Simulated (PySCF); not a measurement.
# ScSOH: singlet, from a linear start

Where does singlet ScSOH go from a linear start, is the end point a minimum, and what are its modes, charges and moments?

Method: PBE0, basis Sc def2-TZVP, S def2-TZVP, O def2-TZVP, H def2-TZVP, no relativity, density fitting; program: PySCF 2.14.0.

### Step 1. Starting geometry

4 atoms, charge 0, spin multiplicity 1.

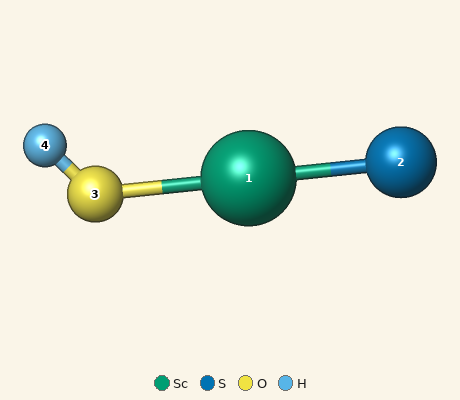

Start geometry, drawn with colours as in the key; atoms are numbered from 1 in the order of the file.

Coordinates in bohr (charge 0 multiplicity 1):
```
Sc    0.0149    0.0000    0.6165
S     0.0149    0.0000   -3.3519
O     0.0149    0.0000    4.6038
H    -1.3748    0.0000    5.7700
```

### Step 2. Relaxation: linear start, singlet

One driver script runs all steps and calls PySCF; scf.py shows how it sets up the SCF of each step. The optimiser is the driver's own. Before each start the driver seeks the lowest SCF state from one or more starting densities and follows internal instabilities, so scf.py alone need not reach the same state.

The program finds Cs symmetry in the start, which this walk keeps. The walk stops when the largest gradient is under 0.0003 Eh/bohr and the energy has settled too.

The input, scf.py:

```python
from pyscf import gto, scf, dft
mol = gto.M(atom='''
Sc     0.007890     0.000000     0.326237
S      0.007890     0.000000    -1.773763
O      0.007890     0.000000     2.436237
H     -0.727510     0.000000     3.053337''',
    basis={'Sc': 'def2-TZVP', 'S': 'def2-TZVP', 'O': 'def2-TZVP', 'H': 'def2-TZVP'},
    charge=0, spin=0)
mf = dft.RKS(mol, xc='PBE0')
mf.grids.atom_grid = (50, 194)
aux = {'Sc': 'def2-universal-JKFIT', 'S': 'def2-universal-JKFIT', 'O': 'def2-universal-JKFIT', 'H': 'def2-universal-JKFIT'}
mf = mf.density_fit(auxbasis=aux)
mf.kernel()
```

The runs that follow: Frequencies.

**Question.** What will these runs give? Wanted: minimum; geometry; wavenumbers; dipole moment; highest occupied, lowest empty level; polar-tensor charge of Sc1; zero-point energy; atomisation energy.

**Answer**, as computed:

| quantity | value |
| --- | --- |
| minimum | singlet, Cs |
| geometry | O–H 0.956 Å, Sc–O 1.870 Å, Sc–S 2.163 Å; H–O–Sc 146.9°, O–Sc–S 123.4° |
| wavenumbers (cm⁻¹) | 128 (a'), 412 (a'), 453 (a''), 565 (a'), 714 (a'), 3955 (a') |
| dipole moment | 6.43 D |
| highest occupied, lowest empty level | -6.10, -2.36 eV |
| polar-tensor charge of Sc1 | +1.62 e |
| zero-point energy | 37.2 kJ/mol |
| entropy at 298.15 K | 292.2 J/(mol K) |
| atomisation energy (no zero-point energy) | 1409 kJ/mol |

What this shows: The molecule stays Cs, as typed, and the end point is a minimum. The strongest infrared band lies at 714 cm⁻¹ (a'). With 6.4 D the molecule is strongly polar. Other starts or spin states, not run here, may lie lower.
